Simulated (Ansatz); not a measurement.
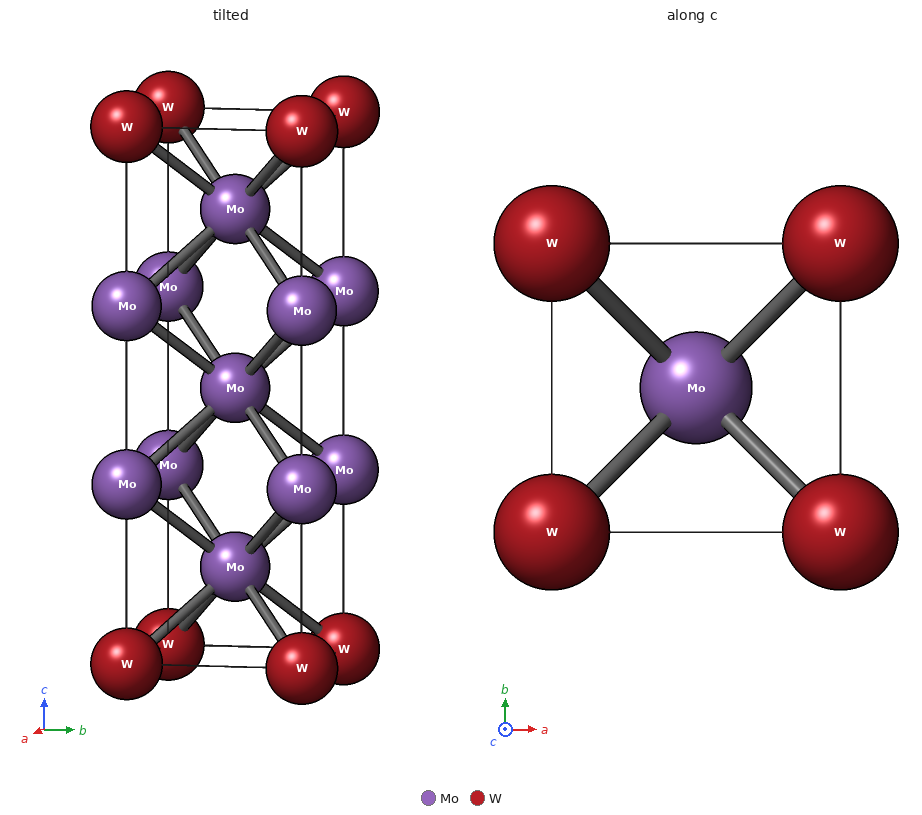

The image is a ball-and-stick drawing of a crystal, viewed slightly off an axis and along the c axis. Atoms at the boundary of the conventional unit cell (the box) are drawn once for each face, edge or corner they touch.

Mo$_{5}$W, space group P4/mmm (No. 123), a = 3.164 Å, b = 3.164 Å, c = 9.495 Å, α = 90.00°, β = 90.00°, γ = 90.00°. The structure was taken from a structure type filled with these elements by a generator (whether the compound takes this form wasn't checked). Earlier steps of the study, as a rule a relaxation of our own, may have changed the cell and positions, so they can lie some per cent off the listed ones. It was run through Ansatz as a DFT input.

This one geometry was computed with Ansatz (DFT, plane waves, PAW) at three levels of theory: r2SCAN, PBE and LDA.

**Which level gives the highest pressure at this volume, and what does that say about its equilibrium volume?**

Highest: PBE (0.0 GPa), which points to the largest equilibrium volume. Lowest, with the smallest volume: LDA (-12.8 GPa). Levels within 0.5 GPa of each other can't be told apart.

**How does the band gap change with the level of theory?**

All levels give a metal.

**Collect the results in a table.**

| level | cutoff (eV) | k-mesh of the run's cell | gap (eV) | pressure (GPa) |
| --- | --- | --- | --- | --- |
| r2SCAN | 500 | 12×12×4 | metal | -2.9 |
| PBE | 420 | 12×12×4 | metal | 0.0 |
| LDA | 420 | 12×12×4 | metal | -12.8 |

Gaps are taken on the k-mesh or band path of each run.
